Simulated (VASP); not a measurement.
```yaml
crystal:
  lattice:
    - [3.69394, 0.00000, 0.00000]
    - [-1.84697, 3.19905, 0.00000]
    - [0.00000, 0.00000, 6.06525]
  atoms:
    - { symbol: Li, position: [0.33333, 0.66667, 0.00000] }
    - { symbol: Li, position: [0.66667, 0.33333, 0.50000] }
    - { symbol: Y, position: [0.33333, 0.66667, 0.38500] }
    - { symbol: Y, position: [0.66667, 0.33333, 0.88500] }
```

Space group P6₃mc; a generated structure, not necessarily the stable one; not relaxed (largest force 0.5 eV/Å); computed pressure about 23 GPa in this cell.

Level of theory: VASP, Kohn-Sham DFT of a periodic cell, PBE, VASP PAW PBE potentials, recommended.

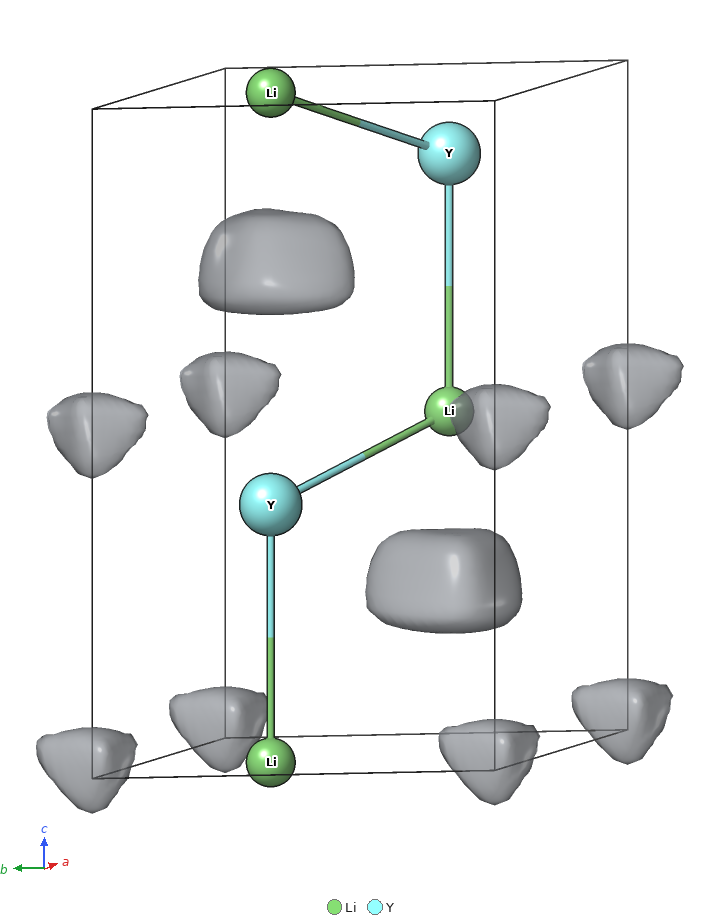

LiY. Isosurface of the ELF at 0.65 (grey), seen at an oblique angle. Core shells and regions of very low density are left out. Sticks mark near contacts.

In a PAW calculation such maps are meaningful between the atoms, not at the nuclei.

Identify the bonds, lone pairs and shells in this picture.

Answer. The ELF exceeds this value in four pockets between the atoms, centred on no nucleus (multi-centre or interstitial), counted in one cell of 4 atoms. Any copies at cell faces, edges or corners count once. Along the contacts the grid gives the following. Li–Y (2.24 Å): the ELF is about 0.25 at the midpoint: no localised pair shows between them. Li–Y (2.34 Å): the ELF is about 0.30 at the midpoint: no localised pair shows between them.
